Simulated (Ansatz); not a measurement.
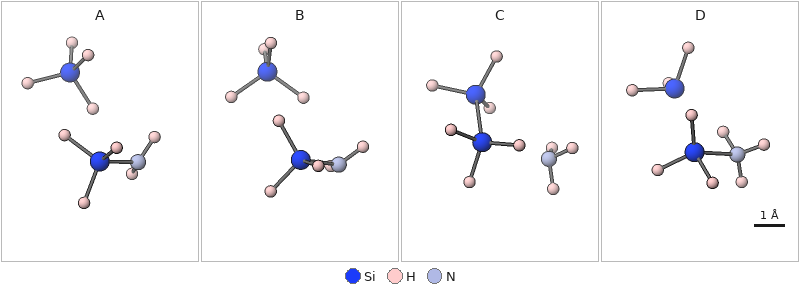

4 geometries from a converged minimum-energy path of Si2NH9, made up at the start of Si2H6 and NH₃, shuffled. The picture is a ball-and-stick view, seen from a free direction.

These are results of RKS PBE-D4/def2-SVP in Ansatz, not measurements. Set-up: 5 movable images; climbing image; force threshold 0.03 eV/Å; iteration limit 60; starting path through a guess of the saddle point.

### Which frame is the transition state?

D. In order along the path, whose images run from 0 to 6: C (image 1, +2.4 kcal/mol), D (image 3, +36.8 kcal/mol), B (image 5, −0.5 kcal/mol), A (image 6, −0.4 kcal/mol). Breaking: H–N (1.03 → 2.97 Å), Si–Si (2.35 → 4.08 Å). Forming: N–Si (3.04 → 1.75 Å), H–Si (3.22 → 1.50 Å).

Limits of the set-up: the start holds two separate molecules, 2.8 Å apart at their closest, whose relative position is a soft coordinate.
